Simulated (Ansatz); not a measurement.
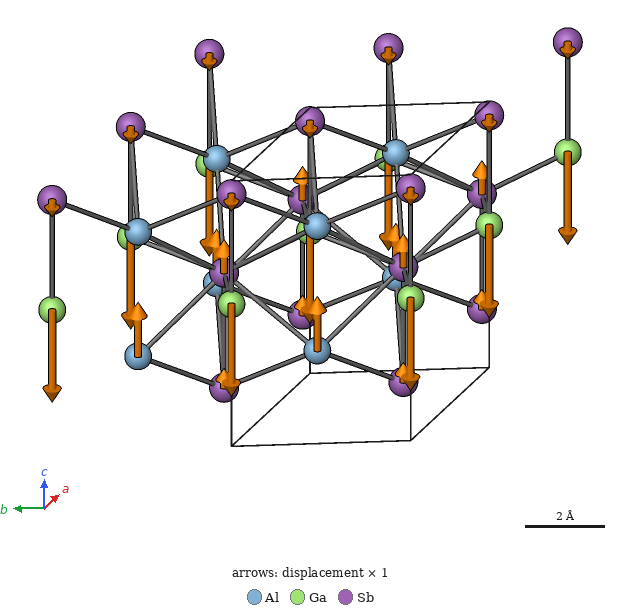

A relaxation of crystalline Al2GaSb3 (a generated structure, set up in P3m1) (coarse preliminary run). The starting structure is drawn; orange arrows show the displacements (the part carried along by the change of the cell is left out), at their true length.

A ball-and-stick model of the cell of the calculation, repeated 2 × 2 × 1 with one cell outlined, seen from a free direction.

All numbers below come from DFT PBE, scalar-relativistic, plane waves, PAW in Ansatz.

The input:
```yaml
crystal:
  lattice:
    - [4.5781296, 0.0, 0.0]
    - [-2.2890648, 3.96477654, 0.0]
    - [0.0, 0.0, 7.58371408]
  atoms:
    - { symbol: Al, position: [0.33333333, 0.66666667, 0.73048693] }
    - { symbol: Al, position: [0.33333333, 0.66666667, 0.26185635] }
    - { symbol: Ga, position: [0.0, 0.0, 0.53561807] }
    - { symbol: Sb, position: [0.66666667, 0.33333333, 0.47781441] }
    - { symbol: Sb, position: [0.66666667, 0.33333333, 0.04454629] }
    - { symbol: Sb, position: [0.0, 0.0, 0.94967699] }
basis:
  ecutwfc: 420
kpoints:
  mp_grid: { grid: [6, 6, 2] }
hamiltonian:
  xc: pbe
scf:
  occupations: { method: gaussian, width: 0.1 }
  lower_state_search: "off"
output:
  forces: true
  stress: true
  eigenvalues: true
relax:
  adjacent_minimum: "off"
  f_tol: 0.04
  max_steps: 70
  cell: { stress_tol: 0.4 }
```

Run as
```bash
ansatz run input.yaml --threads 1 --pin off --max-ram 2560MiB --backend cpu --events-out ev --progress --plain --runs-dir out
```

Atoms of which element are displaced furthest, and by how much?

Gallium: up to 2.66 Å, against 1.57 Å for aluminium.

What did the optimiser do to the structure, and how much energy did it gain?

Over 31 accepted moves (37 points after the start) the energy falls by 2.410 eV per cell of the calculation. Largest force component: 1.4 eV/Å at the start, 0.0083 eV/Å at the end. The pressure goes from 8.98 to 0.03 GPa. The line search rejected the trial steps at points 17, 24, 32, 35 of the run. The SCF was repeated twice at an unchanged geometry on a basis and grid sized afresh for the cell, which shifted the energy by 38.5 meV per cell of the calculation at most. Ga3 moves most relative to the cell: 2.66 Å along −c. By element the largest moves are Ga 2.66 Å, Al 1.57 Å, Sb 0.97 Å. Cell: a = b 4.578 → 4.149 Å (−9.4 %), c 7.584 → 9.914 Å (+30.7 %). Volume +7.4 %. Near-neighbour distances that change, for instance: Ga3–Sb6 3.140 → 6.261 Å, Ga3–Sb5 4.567 → 2.903 Å, Sb4–Sb5 3.286 → 4.695 Å, Ga3–Sb4 2.679 → 3.882 Å. Bonds break: Ga3–Sb4 (2.68 → 3.88 Å), Ga3–Sb6 (3.14 → 6.26 Å), Sb4–Sb5 (3.29 → 4.70 Å). Among the angles between lasting bonds that change: Sb5–Sb6–Sb5 113.4° → 83.1°, Al1–Sb6–Sb5 74.4° → 92.4°, Al1–Sb6–Sb5 163.1° → 174.0°. The space group stays P3m1 (No. 156). Cost: 4.5 min on 1 thread of Arm Neoverse V2 (shared host), peak memory 0.4 GiB.

Limits of the set-up: the k-point mesh is coarse for a cell with partly filled bands.
